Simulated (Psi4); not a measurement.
**AlO: geometry relaxation**

System: AlO (oxoaluminum), multiplicity 2.
Method: HF/cc-pVDZ, UHF (Psi4 1.11).

The run did not end well. The geometry comes from this level: GFN2-xTB.

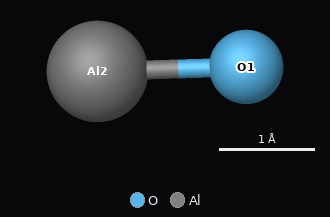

**Figure 1.** The starting structure (ball-and-stick view, seen at a tilt; atoms are numbered from 1 in the order of the input). Sticks mark near contacts.

Input file (alo_ase.py):
```python
import numpy as np
from ase.calculators.psi4 import Psi4
from ase.io import read
from ase.optimize import BFGS

a = read('alo.xyz')
calc = Psi4(atoms=a, method='hf', basis='cc-pVDZ', memory='1600MB', num_threads=1, charge=0, multiplicity=2, label='psi4-calc', reference='uhf')
a.calc = calc

opt = BFGS(a)
done = opt.run(fmax=0.01, steps=40)
print('converged:', done)
for s, p in zip(a.symbols, a.positions):
    print(f'{s:2s} {p[0]:12.6f} {p[1]:12.6f} {p[2]:12.6f}')
```

File alo.xyz:
```
2
AlO
O      0.000000     0.000000     0.000000
Al     0.000000     0.000000     1.570050
```

Command:
```bash
python alo_ase.py
```

Output:
```
gradient() will perform analytic gradient computation.

   => Loading Basis Set <=

    Name: CC-PVDZ
    Role: ORBITAL
    Keyword: BASIS

         ---------------------------------------------------------
                                   SCF
                              UHF Reference
                        1 Threads,   1525 MiB Core
         ---------------------------------------------------------

  ==> Geometry <==

    Molecular point group: c1
    Full point group: C_inf_v

    Geometry (in Angstrom), charge = 0, multiplicity = 2:

       Center              X                  Y                   Z               Mass
    ------------   -----------------  -----------------  -----------------  -----------------
         O           -0.000000000000     0.000000000000    -1.080033541432    15.994914619570
         AL           0.000000000000    -0.000000000000     0.640254233919    26.981538530000

  Running in c1 symmetry.

  Rotational constants: A = ************  B =      0.56725  C =      0.56725 [cm^-1]
  Rotational constants: A = ************  B =  17005.79451  C =  17005.79451 [MHz]
  Nuclear repulsion =   31.991409052748764

  Charge       = 0
  Multiplicity = 2
  Electrons    = 21
  Nalpha       = 11
  Nbeta        = 10

  ==> Algorithm <==

  SCF Algorithm Type is DF.
  DIIS enabled.
  MOM disabled.
  Fractional occupation disabled.
  Guess Type is SAD.
  Energy threshold   = 1.00e-08
  Density threshold  = 1.00e-08
  Integral threshold = 1.00e-12

  ==> Primary Basis <==

  Basis Set: CC-PVDZ
    Blend: CC-PVDZ
    Number of shells: 14
    Number of basis functions: 32
    Number of Cartesian functions: 34
    Spherical Harmonics?: true
    Max angular momentum: 2

   => Loading Basis Set <=

    Name: (CC-PVDZ AUX)
    Role: JKFIT
    Keyword: DF_BASIS_SCF

  ==> Integral Setup <==

  DFHelper Memory: AOs need 0.002 GiB; user supplied 1.118 GiB.
  SCF_SUBTYPE=INCORE selected. In-core MEM_DF algorithm will be used.
  Using in-core AOs.

  ==> MemDFJK: Density-Fitted J/K Matrices <==

    J tasked:                   Yes
    K tasked:                   Yes
    wK tasked:                   No
    Memory [MiB]:              1144
    Algorithm:                 Core
    Schwarz Cutoff:           1E-12
    Mask sparsity (%):       0.0000
    Fitting Condition:        1E-10

   => Auxiliary Basis Set <=

  Basis Set: (CC-PVDZ AUX)
    Blend: CC-PVDZ-JKFIT
    Number of shells: 60
    Number of basis functions: 182
    Number of Cartesian functions: 211
    Spherical Harmonics?: true
    Max angular momentum: 3

  Minimum eigenvalue in the overlap matrix is 3.5285492991E-02.
  Reciprocal condition number of the overlap matrix is 1.2592235682E-02.
    Using symmetric orthogonalization.

  ==> Pre-Iterations <==

  SCF Guess: Superposition of Atomic Densities via on-the-fly atomic UHF (no occupation information).

   -------------------------
    Irrep   Nso     Nmo
   -------------------------
     A         32      32
   -------------------------
    Total      32      32
   -------------------------

  ==> Iterations <==

                           Total Energy        Delta E     RMS |[F,P]|

   @DF-UHF iter SAD:  -315.65037710671652   -3.15650e+02   0.00000e+00
   @DF-UHF iter   1:  -316.42851130301000   -7.78134e-01   2.22377e-02 ADIIS/DIIS
   @DF-UHF iter   2:  -315.62565120890292    8.02860e-01   4.54998e-02 ADIIS/DIIS
   @DF-UHF iter   3:  -316.70300214080515   -1.07735e+00   3.83137e-03 ADIIS/DIIS
   @DF-UHF iter   4:  -316.71139733665046   -8.39520e-03   1.44046e-03 ADIIS/DIIS
   @DF-UHF iter   5:  -316.71509999282517   -3.70266e-03   7.64641e-04 ADIIS/DIIS
   @DF-UHF iter   6:  -316.71816261316314   -3.06262e-03   7.85155e-04 ADIIS/DIIS
   @DF-UHF iter   7:  -316.71723049271077    9.32120e-04   7.62836e-04 ADIIS/DIIS
   @DF-UHF iter   8:  -316.70036030901178    1.68702e-02   2.76023e-03 ADIIS/DIIS
   @DF-UHF iter   9:  -316.70176051601362   -1.40021e-03   2.53791e-03 ADIIS/DIIS
[... 81 lines of further cycles ...]
   @DF-UHF iter  91:  -316.70643840279030   -6.60996e-04   7.75538e-04 ADIIS/DIIS
   @DF-UHF iter  92:  -316.70655075886822   -1.12356e-04   8.94721e-04 ADIIS/DIIS
   @DF-UHF iter  93:  -316.70606402258676    4.86736e-04   7.70898e-04 ADIIS/DIIS
   @DF-UHF iter  94:  -316.70584668934833    2.17333e-04   7.40126e-04 ADIIS/DIIS
   @DF-UHF iter  95:  -316.70459226510593    1.25442e-03   7.91050e-04 ADIIS/DIIS
   @DF-UHF iter  96:  -316.70446769174401    1.24573e-04   8.10103e-04 ADIIS/DIIS
   @DF-UHF iter  97:  -316.70389747114780    5.70221e-04   8.33493e-04 ADIIS/DIIS
   @DF-UHF iter  98:  -316.70513611426600   -1.23864e-03   6.12976e-04 ADIIS/DIIS
   @DF-UHF iter  99:  -316.70423569715319    9.00417e-04   6.18014e-04 ADIIS/DIIS
   @DF-UHF iter 100:  -316.70503873517384   -8.03038e-04   5.65889e-04 ADIIS/DIIS

PsiException: Could not converge SCF iterations in 100 iterations.

  Failed to converge.
```

Standard output:
```
Memory set to   1.490 GiB by Python driver.
  Threads set to 1 by Python driver.

  Memory set to   1.490 GiB by Python driver.
  Threads set to 1 by Python driver.
      Step     Time          Energy          fmax
BFGS:    0 17:26:19    -8618.589286        5.258322
Traceback (most recent call last):
  [frames left out]
psi4.driver.p4util.exceptions.SCFConvergenceError: Could not converge SCF iterations in 100 iterations.
```

What the run reported:

- outcome: not converged
- basis functions: 32
- hardware: 1 thread of Intel Xeon (Sapphire Rapids), 64 GiB of memory available, shared host
- wall time: 2.8 s
- peak memory: 0.26 GiB

The run did not converge: “psi4.driver.p4util.exceptions.SCFConvergenceError: Could not converge SCF iterations in 100 iterations.” Its last values are not results.
